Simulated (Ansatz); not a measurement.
Tc (P6_3/mmc): Drude plasma energy along x against volume

The cell of Tc (P6_3/mmc) is scaled evenly and the response computed anew at each volume, on one mesh. x, y and z are the Cartesian axes of the input cell.

The structure is hexagonal, space group P6_3/mmc (No. 194). The conventional cell has a = 2.740 Å, b = 2.740 Å, c = 4.398 Å, α = 90.00°, β = 90.00°, γ = 120.00°. Tc on site c has 12 Tc at 2.71 to 2.74 Å as nearest neighbours.

Method: Ansatz 0.2.0, PBEsol, independent particles, k-mesh 18×18×9 with interpolation inside its cells, Gaussian parameter 0.1 eV.

Launch of the response step: `ansatz run input.yaml --threads 4 --pin off --max-ram 8192MiB --backend cpu --events-out ev --progress --plain --runs-dir out`. The series took 25.6 min in all, on 4 threads of AMD EPYC (Zen 3) (shared host).

| V/V₀ | V (Å³, primitive cell) | Drude plasma energy along x (eV) |
| --- | --- | --- |
| 0.94 | 26.88 | 8.104 |
| 0.96 | 27.45 | 7.908 |
| 0.98 | 28.02 | 7.723 |
| 1.00 | 28.59 | 7.549 |
| 1.02 | 29.17 | 7.386 |
| 1.04 | 29.74 | 7.231 |
| 1.06 | 30.31 | ? |

For small changes the quantity should be close to linear in ln V.

Working, on the rows shown:

| x = ln(V/V₀) | y = Drude plasma energy along x |
| --- | --- |
| -0.0618754 | 8.104 |
| -0.040822 | 7.908 |
| -0.0202027 | 7.723 |
| 0 | 7.549 |
| 0.0198026 | 7.386 |
| 0.0392207 | 7.231 |

Means: x̄ = -0.010646, ȳ = 7.6502. Σ(x − x̄)(y − ȳ) = -0.06175, Σ(x − x̄)² = 0.007154. Slope = -0.06175 / 0.007154 = -8.632; intercept = ȳ − slope · x̄ = 7.5583. The line misses the rows shown by at most 0.012 eV.

Task: Fill in the last column of the withheld row.

Result: At x = 0.058269 the line gives y = 7.0553 eV. The run gave 7.086 eV, so the extrapolation is off by 0.031 eV, 3 % of the range in the table.

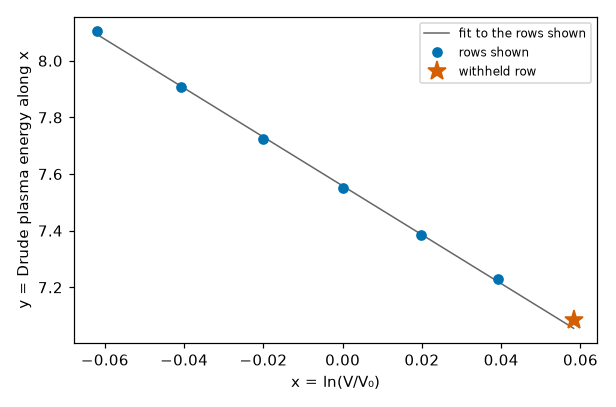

Between the rows on either side of x = 0 the slope is (7.386 − 7.723) / (0.019803 − (-0.020203)) = -8.424. So d ln ωp/d ln V = -1.12; free electrons would give −0.50. The values come from a sum over the points of one k-mesh and carry its error, which is largest for Fermi-surface quantities. Spin-orbit coupling is left out.
